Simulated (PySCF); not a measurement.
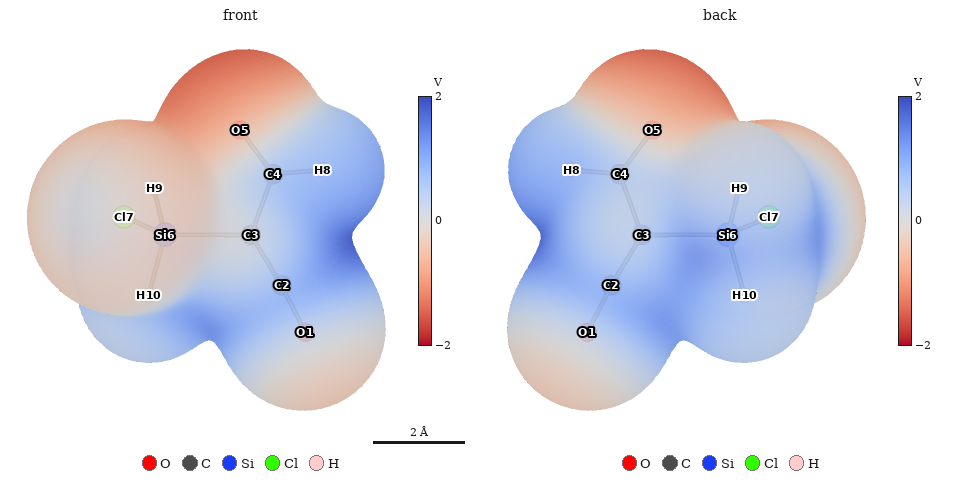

Figure 1: C$_{3}$H$_{3}$ClO$_{2}$Si (SMILES O=C=C(C=O)[SiH2]Cl). The electrostatic potential painted on the density surface at 0.001 e/bohr³, seen from the front and from behind; the colour scale runs from red (negative) to blue (positive).

Geometry: GFN2-xTB.

Computed with PBE0/pcSseg-1, SCF density, gas phase, non-relativistic (PySCF).

Input file:

```
{"job": {"kind": "nmr", "xc": "PBE0", "basis": "pcSseg-1"}, "charge": 0, "multiplicity": 1}
O      2.397171    -1.382930    -0.892337
C      1.549868    -0.666843    -0.561563
C      0.538731     0.053209    -0.192174
C      0.498016     1.473886     0.046958
O     -0.511114     2.045374     0.385166
Si    -1.174918    -0.741566     0.130304
Cl    -1.471182    -0.752224     2.103593
H      1.447562     2.014712    -0.097130
H     -2.147605     0.073533    -0.576470
H     -1.117648    -2.112497    -0.368876
```

Run with:

```sh
OMP_NUM_THREADS=1 python probes_run.py task.json out
```

**Describe the electrostatic potential map.**

The most negative region (about −1.4 V) lies over O5, the most positive (about +1.7 V) over C2. O5 is the likeliest acceptor of a hydrogen bond.

**What dipole moment does the calculation give?**

Its dipole moment is 2.20 D.
